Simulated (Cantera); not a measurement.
Feed: 1 mol BN, 15 mol H2, at 0.100 bar.

Method: chemical equilibrium by Gibbs-energy minimisation in Cantera with the NASA 1993 tables (ideal gas, pure condensed phases). Candidate condensed phases: B, BN; 15 gas species. Mutual solubility and eutectic melting of coexisting phases are not modelled. The tables' values for BH2 are old estimates; treat these amounts as uncertain. Gases not in the tables: B2H6 and higher boranes. Kinetics and transport are ignored.

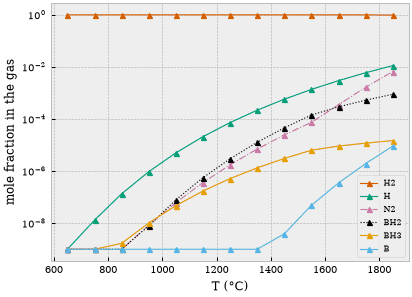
Figure: Equilibrium gas composition (values under 1e-9 drawn at 1e-9)

Problem. Read off the mole fractions at 1550 °C.

Solution. H2 about 1.00, H about 0.0014, BH2 about 0.00014, N2 about 7.4e-5, BH3 about 6.4e-6, B about 4.9e-8.
